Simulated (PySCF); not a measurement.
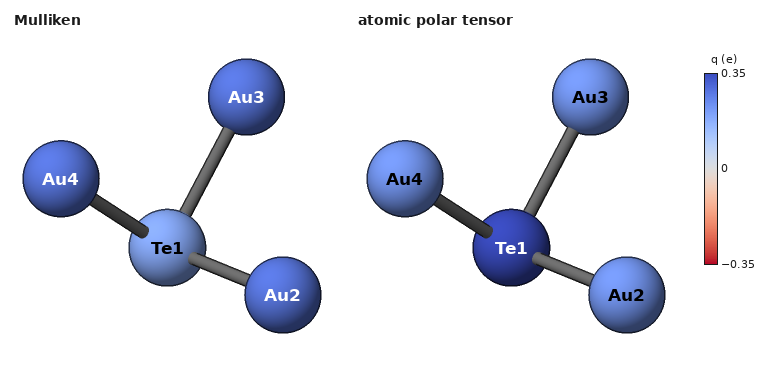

Atomic charges of one calculation by 2 schemes, on one colour scale. State: charge +1, singlet. Computed geometry: PBE/def2-SVP with core potentials optimisation. Level of theory: PBE/def2-SVP, core potentials on Au, Te (PySCF 2.14.0). The run warned: a mode under 25 cm-1 is near the numerical noise.

Which scheme gives the most polar picture (largest mean size of the charges)?

The atomic polar tensor charges are the largest in size here.

List the charges (e), one line for each set of equivalent atoms.

```tsv
atom	Mulliken	atomic polar tensor
Te1	0.18	0.35
Au2, Au3, Au4	0.27	0.22
```

Its softest mode lies under 30 cm⁻¹, so another, bent or twisted shape can't be ruled out. The search tried a few shapes and spins; others may lie lower.
